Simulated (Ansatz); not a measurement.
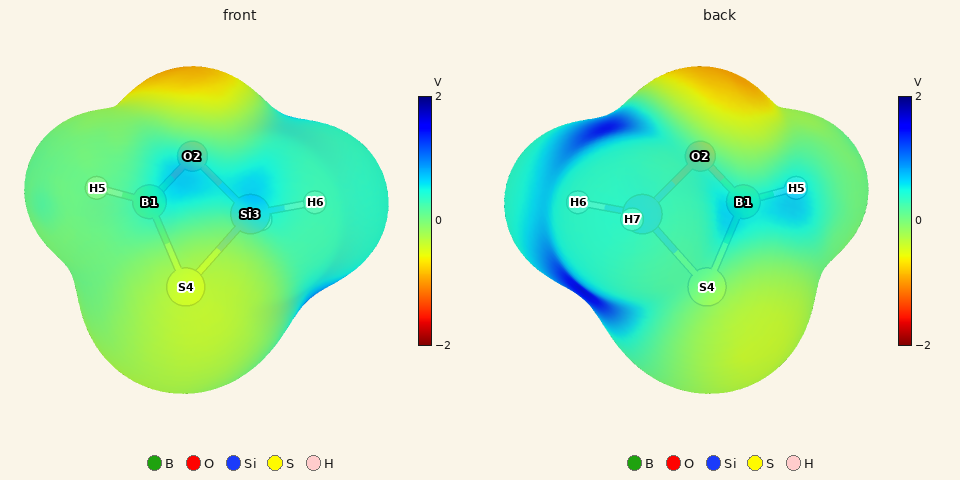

*BH3OSSi. The molecular electrostatic potential painted on the density surface at 0.001 e/bohr³, seen from the front and from behind; the colour scale runs from red (negative) to blue (positive).*

Geometry: PBE0-D4/def2-TZVP.

The calculation used Ansatz, RKS PBE0-D4/def2-TZVPP.

Input

```
crystal:
  periodic: [false, false, false]
  atoms:
    - {symbol: B, position_ang: [-1.092300, 0.107549, -0.667655]}
    - {symbol: O, position_ang: [0.181129, 0.532251, -0.953456]}
    - {symbol: Si, position_ang: [0.833145, -0.064383, 0.475103]}
    - {symbol: S, position_ang: [-1.120255, -0.745071, 0.969942]}
    - {symbol: H, position_ang: [-2.032342, 0.271018, -1.379298]}
    - {symbol: H, position_ang: [1.384066, 1.012638, 1.327313]}
    - {symbol: H, position_ang: [1.846558, -1.114001, 0.228050]}
basis:
  gaussian: {orbitals: def2-TZVPP}
hamiltonian: {xc: pbe0, dispersion: d4}
output: {orbitals: {seedname: orbitals}}
```

Launched as:

```sh
ansatz run in.yaml --threads 2 --pin off --events-out ev --progress --plain --max-ram 4352MiB
```

**Which sites attract a positive test charge, and which a negative one?**

A positive charge is drawn to the negative regions and a negative charge to the positive ones. The most negative region (about −0.9 V) lies over O2, the most positive (about +1.5 V) over Si3.
